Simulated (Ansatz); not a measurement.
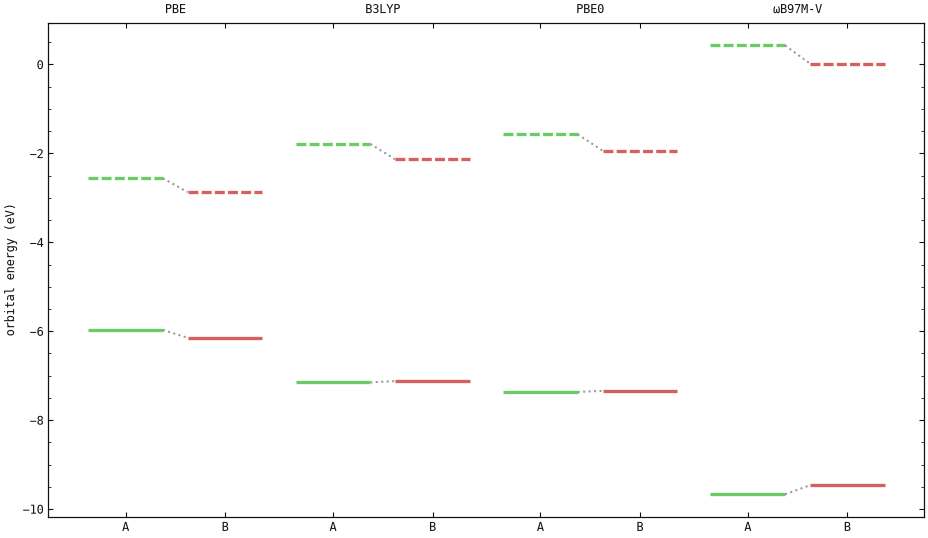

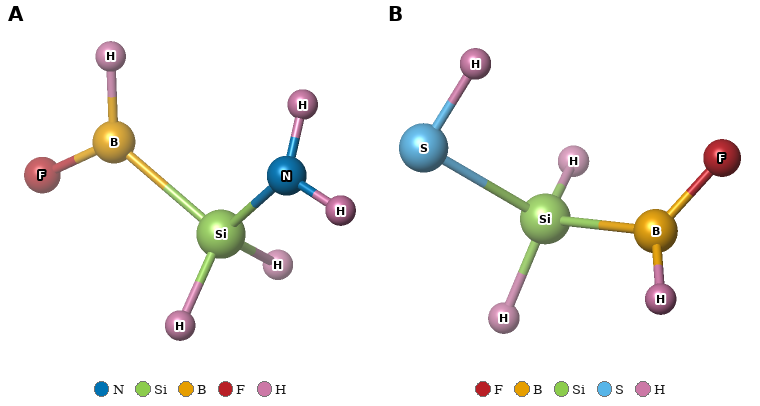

One change: A, BSiNH₅F (SMILES N[SiH2]BF), becomes B, BSiH₄SF (SMILES FB[SiH2]S). NH₂ on Si is replaced by SH. HOMO (solid) and LUMO (dashed) computed in def2-TZVPP at PBE0-D4/def2-TZVP geometries, both minima by their frequencies, gas phase, the Ansatz code. Empty levels above zero depend strongly on the basis.

> What does the change do to HOMO and LUMO?

PBE: the HOMO falls by 0.18 eV, the LUMO falls by 0.31 eV, and the separation goes from 3.41 to 3.28 eV. B3LYP: the HOMO rises by 0.03 eV, the LUMO falls by 0.35 eV, and the separation goes from 5.37 to 4.99 eV. PBE0: the HOMO rises by 0.02 eV, the LUMO falls by 0.37 eV, and the separation goes from 5.80 to 5.40 eV. ωB97M-V: the HOMO rises by 0.20 eV, the LUMO falls by 0.41 eV, and the separation goes from 10.10 to 9.49 eV.

> Do the functionals agree on the effect?

Not on every direction; the HOMO shift lies between −0.18 and 0.20 eV and the LUMO shift between −0.41 and −0.31 eV, while the separations themselves differ by up to 6.7 eV between functionals.

Known limits of this run: one conformer of each flexible molecule.
